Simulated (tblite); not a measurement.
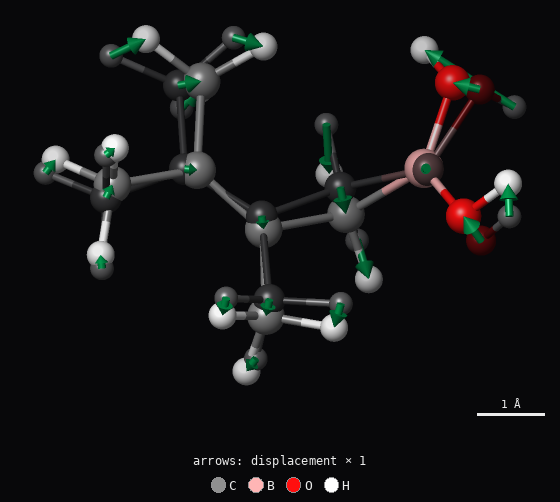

This is a relaxation of C6H13BO2. The starting structure is drawn faded, the final one solid; green arrows show the displacements, at their true length. The two geometries are superimposed by the best rigid fit.

The picture is a ball-and-stick view, seen at a tilt.

The calculation used GFN2-xTB geometry optimisation, gas phase (tblite). 

**Describe the change and its energy.**

An H atom moves most after the best rigid fit: 1.60 Å. Largest moves by element: H 1.60 Å, O 0.52 Å, C 0.42 Å, B 0.13 Å. Near-neighbour distances that change, for instance: B–O 1.470 → 1.349 Å, B–O 1.463 → 1.363 Å, C–H 1.143 → 1.089 Å, H–O 1.003 → 0.955 Å. Among the angles between lasting bonds that change: B–O–H 104.1° → 116.5°, C–C–H 104.9° → 111.2°, C–B–O 117.6° → 123.6°. Groups turn about B–O by about 90°, B–O by about 40°, C–C by about 30°. Over 144 geometry steps the energy falls by 167.1 kJ/mol. Cost: 1.8 s on 1 thread of Arm Neoverse N1 (shared host).
